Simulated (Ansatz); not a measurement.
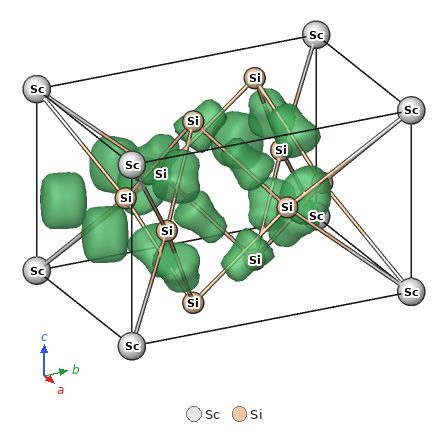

Figure 1: ScSi$_{8}$. Isosurface of the ELF at 0.8 (green), seen slightly off an axis. Core shells and regions of very low density are left out. Sticks mark near contacts.

Space group P6/mmm; a structure generated by program, which may or may not match a known phase; computed without spin polarisation.

Computed with Ansatz, DFT PBE, scalar-relativistic, plane waves, PAW.

Input

```
crystal:
  lattice:
    - [7.2669551801, 0.0, 0.0]
    - [-3.63347759, 6.2933677941, 0.0]
    - [0.0, 0.0, 3.457079883]
  atoms:
    - { symbol: Sc, position: [0.0, 0.0, 0.0] }
    - { symbol: Si, position: [0.8105955014, 0.1894044986, 0.5] }
    - { symbol: Si, position: [0.8105955014, 0.6211910027, 0.5] }
    - { symbol: Si, position: [0.3788089973, 0.1894044986, 0.5] }
    - { symbol: Si, position: [0.1894044986, 0.8105955014, 0.5] }
    - { symbol: Si, position: [0.1894044986, 0.3788089973, 0.5] }
    - { symbol: Si, position: [0.6211910027, 0.8105955014, 0.5] }
    - { symbol: Si, position: [0.3333333333, 0.6666666667, 0.0] }
    - { symbol: Si, position: [0.6666666667, 0.3333333333, 0.0] }
basis:
  ecutwfc: 420
kpoints:
  mp_grid: { grid: [6, 6, 12] }
  band_path:
    path:
      - [[0.0, 0.0, 0.0], [0.5, 0.0, 0.0], [0.33333333, 0.33333333, 0.0], [0.0, 0.0, 0.0], [0.0, 0.0, 0.5], [0.5, 0.0, 0.5], [0.33333333, 0.33333333, 0.5], [0.0, 0.0, 0.5]]
      - [[0.5, 0.0, 0.5], [0.5, 0.0, 0.0]]
      - [[0.33333333, 0.33333333, 0.5], [0.33333333, 0.33333333, 0.0]]
    npoints: 14
hamiltonian:
  xc: pbe
scf:
  occupations: { method: gaussian, width: 0.1 }
  n_extra_bands: 22
output:
  forces: true
  stress: true
  eigenvalues: true
  populations: true
  dos: { projected: true, de: 0.02, nscf_kmesh: { grid: [8, 8, 15] } }
  bader: true
  write_density: true
  write_potential: true
  elf: true
  volumetric_format: npy
```

Command:

```sh
ansatz run input.yaml --threads 1 --pin off --max-ram 2560MiB --backend cpu --events-out ev --progress --plain --runs-dir out
```

Below, planes, directions and counts refer to the conventional cell (a = 7.27 Å, b = 7.27 Å, c = 3.46 Å, α = 90.00°, β = 90.00°, γ = 120.00°).

Question: Identify the bonds, lone pairs and shells in this picture.

Answer: At this value the surface marks out 18 regions between bonded Si–Si atoms, counted in one cell of 9 atoms. Any copies at cell faces, edges or corners count once. Along the contacts the grid gives the following. Si–Si (2.38 Å): the ELF peaks at about 0.90 between the atoms. Sc–Si (2.94 Å): the ELF peaks at about 0.65 in the valence shell of Si, 1.0 Å from its nucleus, and is about 0.30 at the midpoint.
